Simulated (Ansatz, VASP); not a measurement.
## ZnO: VASP beside Ansatz

Aim: how closely do two programs agree when they are given the same cell, functional and k mesh? The cell is taken from a series of VASP runs on this material, whose earlier steps may have relaxed, scaled or displaced it; both programs get it as it stands. Other levels of theory on this material are compared in a session of their own. Valence electrons are named where the data sets of a main pair hold unlike numbers.

Main program and level: Ansatz 0.2.0; plane waves, with VASP 6.6.1 beside it; band structure at PBE, spin-orbit coupling.

## Step 1: Starting point

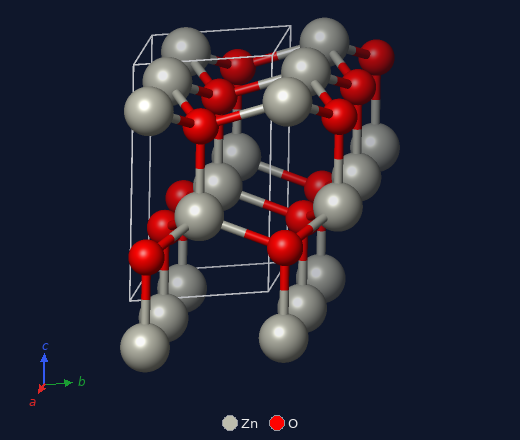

The starting structure, seen slightly off an axis (zinc light grey, oxygen red). 3×2×1 cells are drawn. Some periodic images of atoms are drawn too.

## Step 2: Ansatz: band structure, PBE, spin-orbit coupling

Ansatz runs on its fully relativistic PAW (standard-fr) files.

Levels along a path test the potential and the projectors away from the mesh points.

File input.yaml:

```yaml
crystal:
  lattice:
    - [3.249308, 0.0, 0.0]
    - [-1.624654, 2.813983, 0.0]
    - [0.0, 0.0, 5.205709]
  atoms:
    - { symbol: Zn, position: [0.333333, 0.666667, 0.4989739082] }
    - { symbol: Zn, position: [0.666667, 0.333333, 0.9989739082] }
    - { symbol: O, position: [0.666667, 0.333333, 0.3800360918] }
    - { symbol: O, position: [0.333333, 0.666667, 0.8800360918] }
hamiltonian:
  xc: pbe
  pseudopotentials: { kind: paw_fr }
magnetization:
  noncollinear: true
  spin_orbit: true
kpoints:
  mp_grid: { grid: [10, 10, 6] }
  band_path:
    path:
      - [0.0, 0.0, 0.0]
      - [0.13333, 0.0, 0.0]
      - [0.3, 0.0, 0.0]
      - [0.46667, 0.0, 0.0]
      - [0.46667, 0.06667, 0.0]
      - [0.41111, 0.17778, 0.0]
      - [0.35556, 0.28889, 0.0]
      - [0.28889, 0.28889, 0.0]
      - [0.17778, 0.17778, 0.0]
      - [0.06667, 0.06667, 0.0]
      - [0.0, 0.0, 0.03333]
      - [0.0, 0.0, 0.2]
      - [0.0, 0.0, 0.36667]
      - [0.0, 0.0, 0.5]
      - [0.16667, 0.0, 0.5]
      - [0.3, 0.0, 0.5]
      - [0.46667, 0.0, 0.5]
      - [0.46667, 0.06667, 0.5]
      - [0.41111, 0.17778, 0.5]
      - [0.35556, 0.28889, 0.5]
      - [0.28889, 0.28889, 0.5]
      - [0.17778, 0.17778, 0.5]
      - [0.06667, 0.06667, 0.5]
      - [0.5, 0.0, 0.46667]
      - [0.5, 0.0, 0.3]
      - [0.5, 0.0, 0.13333]
      - [0.33333, 0.33333, 0.0]
      - [0.33333, 0.33333, 0.16667]
      - [0.33333, 0.33333, 0.33333]
      - [0.33333, 0.33333, 0.5]
    npoints: 1
scf:
  occupations: { method: gaussian, width: 0.02 }
  n_extra_bands: 16
output:
  forces: true
  stress: true
  eigenvalues: true
```

Started as:

```bash
> ansatz run input.yaml --threads 2 --pin off --max-ram 4608MiB --backend cpu --events-out ev --progress --plain --runs-dir out
```

Numbers of over 12 decimals in the logs are rounded to 6 here.

The log of the run:

```text
Warning: the atoms were moved onto the symmetric positions of the space group found under crystal.symmetry.tolerance 1.0e-5 (fractional; no operation is sought that the atoms, as they stand in a round, miss by more than twice it, and no atom is moved by as much as it), and the run uses the moved positions. Before a round's move an operation carried an atom to 3.25e-6 Å from where it should land, the largest such dist [...]
scf.n_extra_bands = 16 over 36 filled bands (N_el = 36.0): the run solves 52 bands
Engine: ansatz 0.2.0, aarch64-unknown-linux-gnu
Pseudopotentials: kind: paw_fr
Pseudopotential: Zn, paw_fr, valence charge 12, recommended cutoff 420 eV (normal), Zn.paw.azcp#standard-fr
Pseudopotential: O, paw_fr, valence charge 6, recommended cutoff 420 eV (normal), O.paw.azcp#standard-fr
Functional definition: PBE
  parameter kappa = 0.804
  parameter beta = 0.066725
  exchange = pbe_x(kappa = kappa, mu = beta*pi^2/3)
  correlation = pbe_c(beta = beta)
non-collinear run that drives no moment, with spin-orbit: no starting moment large enough to seed its density (crystal.atoms[].spin), no starting occupations that ask for one, no magnetisation constraint and no magnetic field, so the semilocal B_xc is pinned to zero
Crystal: 4 atoms, lattice volume = 47.598 Å³
Basis set: ecut = 420 eV, 941 PW (Γ), exchange–correlation on 48×48×72 points (8 copies of the dense FFT grid, shifted against one another)
Bands: 52, of which v1, the nominal top of the filled ones, is band 36 counted from 1 (35 counted from 0)
Symmetry: 12 space group operations + 12 with time reversal
Magnetic group: BNS 186.204 (UNI 1434), of the structure as read, at distance tolerance 3.6e-5 Å
k-points: 56 of 600 (time reversal used)
Projection manifold: j_resolved (fully-relativistic pseudo-atomic orbitals)
Non-local potential: Zn, projectors of the file, l = 0: 2, l = 1: 4, l = 2: 6, l = 3: 2
Non-local potential: O, projectors of the file, l = 0: 2, l = 1: 4, l = 2: 2
PAW form: soft (Blöchl's): semilocal exchange-correlation on the pseudo side does not see the compensation charge
PAW one-centre angular grid: Zn, 590 points (default); XC on 64 Gauss nodes
PAW one-centre angular grid: O, 110 points (default); XC on 64 Gauss nodes
Initial density: superposition of atomic densities (chi_scale 0.1, normalization cell, long waves kept (reshape's long-wave potential 0.00 eV rms))
Initial wavefunctions: pseudopotential atomic-orbital guess
Functional: x = pbe(κ = 0.804, μ = 0.219515), c = pbe(β = 0.066725)
SCF iter   1: F=—  HF=-7774.731341 eV  |F-HF|=—  |Δ(HF+E_count)|=         —  Δρ=1.01e-1  dr2=2.63e0  dr2_m=0.00e0 (ungated)  ethr=3.10e-3  |M|=0.00e0 ∫|m|=0.00e0 μB  |m|>n=0.0e0 m-floor=0.0e0 τ_xc=0.0e0  β_m=0.30  ⟨swp⟩=7.2  Hψ=14966  notcnv=0  defer=88
preconditioner: auto → Resta (q_TF=auto, 2.604 Å⁻¹)  ε∞=4.8  [insulator: Δε(μ)=1.322 eV  Ē_g=16.555 eV  σ=0.020 eV  W_gap=1.00  n_scr=22 (ndim 8)  ℏωp=32.3 eV  f_vac=0.000  D(μ)=0.00/eV (n_scr^D=0)  ε∞_Penn≈4.8]
spin=Noncollinear: Resta preconditioning applied to the charge; magnetization (m_x, m_y, m_z) channels mix plain (no charge-response kernel on spin).
SCF iter   2: F=—  HF=-7774.061732 eV  |F-HF|=—  |Δ(HF+E_count)|=   6.70e-1  Δρ=5.30e-2  dr2=8.08e-1  dr2_m=0.00e0 (ungated)  ethr=3.10e-3  |M|=0.00e0 ∫|m|=0.00e0 μB  |m|>n=0.0e0 m-floor=0.0e0 τ_xc=0.0e0  β_m=0.42  ⟨swp⟩=2.0  Hψ=5465  notcnv=0  defer=568
SCF iter   3: F=—  HF=-7773.826408 eV  |F-HF|=—  |Δ(HF+E_count)|=   2.35e-1  Δρ=1.98e-2  dr2=1.38e-1  dr2_m=0.00e0 (ungated)  ethr=2.24e-3  |M|=0.00e0 ∫|m|=0.00e0 μB  |m|>n=0.0e0 m-floor=0.0e0 τ_xc=0.0e0  β_m=0.54  ⟨swp⟩=1.8  Hψ=3604  notcnv=0  defer=568
SCF iter   4: F=—  HF=-7773.793464 eV  |F-HF|=—  |Δ(HF+E_count)|=   3.29e-2  Δρ=5.01e-3  dr2=9.20e-3  dr2_m=0.00e0 (ungated)  ethr=3.83e-4  |M|=0.00e0 ∫|m|=0.00e0 μB  |m|>n=0.0e0 m-floor=0.0e0 τ_xc=0.0e0  β_m=0.77  ⟨swp⟩=2.0  Hψ=4429  notcnv=0  defer=568
SCF iter   5: F=—  HF=-7773.804005 eV  |F-HF|=—  |Δ(HF+E_count)|=   1.05e-2  Δρ=3.74e-3  dr2=3.80e-3  dr2_m=0.00e0 (ungated)  ethr=2.55e-5  |M|=0.00e0 ∫|m|=0.00e0 μB  |m|>n=0.0e0 m-floor=0.0e0 τ_xc=0.0e0  β_m=0.67  ⟨swp⟩=2.0  Hψ=5546  notcnv=0  defer=568
SCF iter   6: F=—  HF=-7773.803626 eV  |F-HF|=—  |Δ(HF+E_count)|=   3.79e-4  Δρ=5.27e-4  dr2=1.13e-4  dr2_m=0.00e0 (ungated)  ethr=1.05e-5  |M|=0.00e0 ∫|m|=0.00e0 μB  |m|>n=0.0e0 m-floor=0.0e0 τ_xc=0.0e0  β_m=0.83  ⟨swp⟩=2.2  Hψ=4536  notcnv=0  defer=568
SCF iter   7: F=—  HF=-7773.803877 eV  |F-HF|=—  |Δ(HF+E_count)|=   2.51e-4  Δρ=2.00e-4  dr2=1.98e-5  dr2_m=0.00e0 (ungated)  ethr=3.13e-7  |M|=0.00e0 ∫|m|=0.00e0 μB  |m|>n=0.0e0 m-floor=0.0e0 τ_xc=0.0e0  β_m=0.92  ⟨swp⟩=2.0  Hψ=4117  notcnv=0  defer=568
SCF iter   8: F=—  HF=-7773.803924 eV  |F-HF|=—  |Δ(HF+E_count)|=   4.62e-5  Δρ=3.93e-5  dr2=6.02e-7  dr2_m=0.00e0 (ungated)  ethr=5.50e-8  |M|=0.00e0 ∫|m|=0.00e0 μB  |m|>n=0.0e0 m-floor=0.0e0 τ_xc=0.0e0  β_m=0.96  ⟨swp⟩=2.0  Hψ=4233  notcnv=0  defer=568
SCF iter   9: F=-7773.803925 eV  HF=-7773.803925 eV  |F-HF|=3.28e-8  |Δ(HF+E_count)|=   1.30e-6  Δρ=7.01e-6  dr2=2.25e-8  dr2_m=0.00e0 (ungated)  ethr=2.78e-10  |M|=0.00e0 ∫|m|=0.00e0 μB  |m|>n=0.0e0 m-floor=0.0e0 τ_xc=0.0e0  ⟨swp⟩=9.3  Hψ=14930  notcnv=0
SCF 1 converged in 9 iterations: F = -7773.803925 eV  dr2 = 2.25e-8
  greatest PAW one-centre occupation: 0.987 electrons in one spin orbital (limit 2), on the Zn atom at site 0 (counted from 0), in its partial waves of l = 2
NSCF: frozen V_eff on 30 k-points
SCF converged after 9 iterations
Magnetization: |M| = 0.0000 μB,  M = (+0.0000, +0.0000, +0.0000) μB
Absolute magnetization: 0.0000 μB (∫|m|)
  site 0: m = (+0.0000, +0.0000, +0.0000) μB, |m| = 0.0000 μB  (R = 0.81 Å)
  site 1: m = (+0.0000, +0.0000, +0.0000) μB, |m| = 0.0000 μB  (R = 0.81 Å)
  site 2: m = (+0.0000, +0.0000, +0.0000) μB, |m| = 0.0000 μB  (R = 0.81 Å)
  site 3: m = (+0.0000, +0.0000, +0.0000) μB, |m| = 0.0000 μB  (R = 0.81 Å)
Free energy (F): -7773.803925 eV
Harris-Foulkes:  -7773.803925 eV  (|F-HF|=3.28e-8)
Internal energy: -7773.803925 eV  (E = F + TS)
E sigma→0 (E₀):  -7773.803925 eV
Fermi energy:    7.636457 eV
--- Per-component energies (eV) ---
  E_band       = 65.614366
  E_kinetic    = 611.993732
  E_local      = -4003.148570  (includes V_loc(G=0)·N_el)
  E_nonlocal   = 1335.526404
  E_hartree    = 1645.425818
  E_xc         = -420.063358
  E_vxc        = -289.997613  (∫ρ·V_xc dr)
  E_paw        = -3980.914889  (= ΣΔE_a)
  E_vpaw       = -879.617504  (= ΣTr[D̂ρ^β])
  E_aug_tail   = 0.004237  (compensation charges beyond the density's cutoff)
  E_ewald      = -2962.627299
  E_smearing   = -0.000000  (= −TS)
  E_closure    = 0.000000  (closes the sum)
  Σ components = -7773.803925   (vs F -7773.803925, Δ=0.00e0)
--- Forces (eV/Å), atoms counted from 1 ---
  atom   1  Zn    -0.00000000    -0.00000000     0.00089673
  atom   2  Zn    -0.00000000     0.00000000     0.00089673
  atom   3  O      0.00000000    -0.00000000    -0.00091422
  atom   4  O     -0.00000000     0.00000000    -0.00091422
  max |Σ_I F_I| component: 3.50e-5 eV/Å
--- Stress (GPa, compression-positive) ---
        4.647569       0.000000       0.000000
        0.000000       4.647569       0.000000
        0.000000       0.000000       5.358647
  P = ⅓ Tr σ = 4.8846 GPa (48.846 kbar)
--- Band table (eV; the first three rows and the last of 56) ---
  k-point 0: bands = [... 32 lower, 7.2117, 7.2117, 7.2444, 7.2444, 8.0285, 8.0285, 12.4420, 12.4420, ... 12 higher]
  k-point 1: bands = [... 32 lower, 7.1590, 7.1590, 7.1905, 7.1905, 8.6719, 8.6719, 12.2114, 12.2114, ... 12 higher]
  k-point 2: bands = [... 32 lower, 7.0157, 7.0157, 7.0494, 7.0494, 9.6766, 9.6766, 11.5846, 11.5846, ... 12 higher]
  k-point 55: bands = [... 32 lower, 5.9935, 5.9935, 6.0077, 6.0077, 14.6060, 14.6060, 14.6312, 14.6312, ... 12 higher]
```

It took 46 s on 2 threads of Arm Neoverse N1, shared host; peak memory 0.59 GiB; 90 s of CPU time.

The column dr2 measures how far the density is from self-consistency, as an energy; F and HF (Harris–Foulkes) agree once it is small.

[end of part 1 of 2]

[Lines on the potential files, build, host, timing and source positions are cut from VASP's logs without a mark.]

[Logs are printed without paths, hosts, clocks, repeated set-up lines and the standing remarks that a program may print on its own settings, such as how far it seeks lower states.]

[Hosts, paths, dates, database ids (printed as entryN), source tags and the programs' standing remarks are cut or masked in the printed files.]
